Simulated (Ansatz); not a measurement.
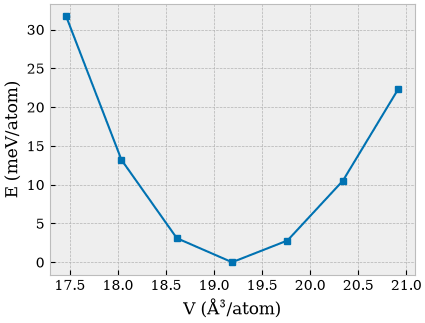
*Cu (diamond, space group No. 227) under volume change, PBE (plane waves, PAW; program Ansatz), scaled uniformly.*

What does a third-order Birch–Murnaghan fit give for V₀, B₀ and B′?

V₀ = 19.19 Å³/atom, B₀ = 54.4 GPa, B′ = 4.9.

Space group Fd-3m (diamond). A made-up cell: these elements were put on the sites of a structure type; neither database checked (COD, Materials Project) lists it. It is not the phase usual at ambient conditions (space group No. 225). The PBE relaxation kept the symmetry of its start. At this level the phase is mechanically unstable. The run is not spin-polarised.

Potentials: the later of the program's two PAW sets.
